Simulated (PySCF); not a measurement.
## Electronic structure of C8H18O in real space

The calculation's input:

```
{"job": {"kind": "nmr", "xc": "PBE0", "basis": "pcSseg-1"}, "charge": 0, "multiplicity": 1}
C      3.104480    -0.368082    -0.880154
C      1.832731     0.138929    -0.218144
C      0.607791    -0.002612    -1.111062
C     -0.744008     0.284964    -0.434994
C     -1.872590     0.024680    -1.433342
C     -0.794360     1.725940     0.086616
C     -2.115282     2.129428     0.721641
O     -0.898119    -0.510313     0.737889
C     -1.013145    -1.889897     0.584488
H      3.025394    -1.437548    -1.134280
H      3.979736    -0.247270    -0.224042
H      3.314002     0.174598    -1.816189
H      1.968064     1.193797     0.070757
H      1.648618    -0.407229     0.721520
H      0.582749    -1.026977    -1.522687
H      0.699631     0.657079    -1.990865
H     -1.869151     0.795162    -2.218389
H     -1.760585    -0.950844    -1.929474
H     -2.852203     0.045851    -0.934967
H     -0.538637     2.405278    -0.743691
H      0.005609     1.827649     0.835435
H     -2.934037     2.183605    -0.011706
H     -2.399435     1.403209     1.496777
H     -2.034810     3.119433     1.194889
H     -1.932592    -2.189142     0.047811
H     -1.055666    -2.323654     1.593815
H     -0.150029    -2.341419     0.059585
```

Command:

```sh
OMP_NUM_THREADS=1 python probes_run.py task.json out
```

Geometry: PBE0-D3(BJ)/def2-SVP.

These are results of PBE0/pcSseg-1, SCF density, gas phase, non-relativistic in PySCF, not measurements.

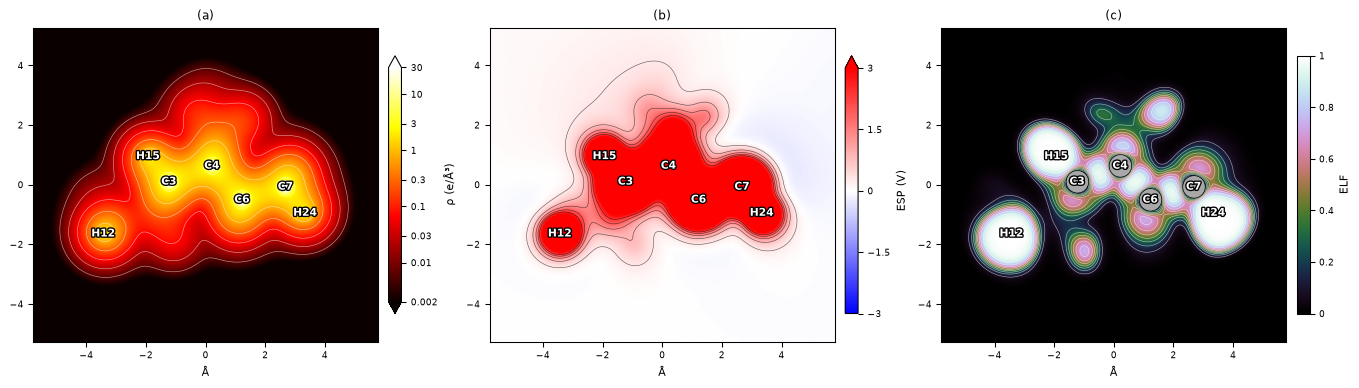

Figure 1. (a) electron density; (b) molecular electrostatic potential; (c) electron localisation function on the plane of atoms C6, C7 and H24. Grey discs cover the atomic cores in the ELF map.

### What does the map show?

- Atoms in the plane: C and H.
- C–C (1.52 Å): ρ is about 1.6 e/Å³ halfway; the ELF peaks at about 0.95 between the atoms (a shared electron pair).
- C–H (1.10 Å): ρ at the midpoint is about 1.9 e/Å³; the ELF climbs to about 1 towards the hydrogen, as it does in any bond to H; a covalent bond by its length.
- The potential has no marked negative region in this plane.

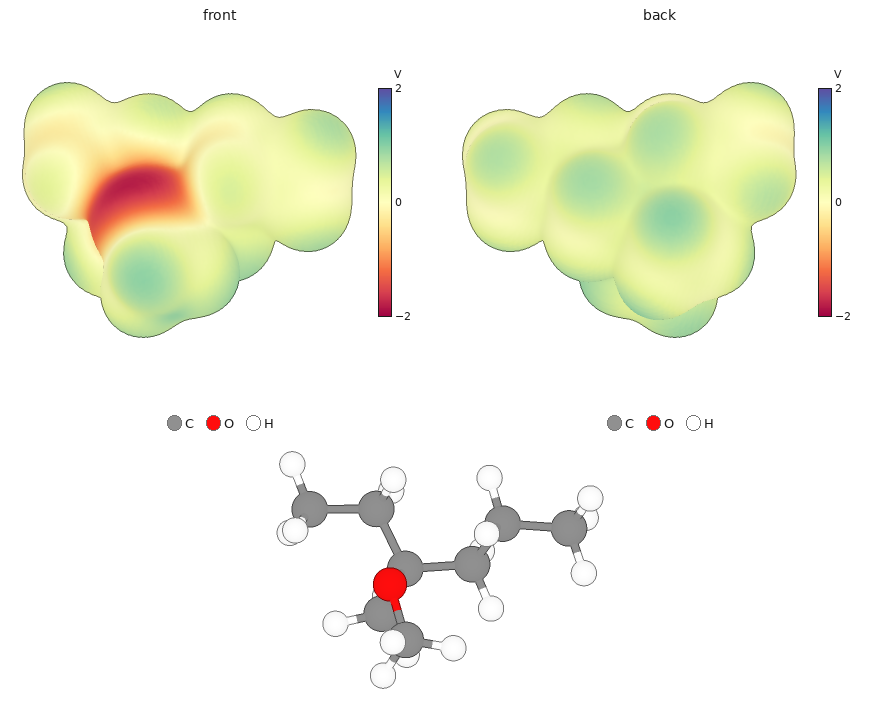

Figure 2. The molecular electrostatic potential painted on the density surface at 0.004 e/bohr³, seen from the front and from behind; red is negative and blue positive. The bare structure is drawn below in the same view.

### Where is the surface potential most negative and most positive?

The most negative region (about −1.8 V, or −42 kcal/mol for a unit charge) lies over O8, the most positive (about +0.9 V, or +21 kcal/mol for a unit charge) over H17, H18 and H26. O8 is the likeliest acceptor of a hydrogen bond.
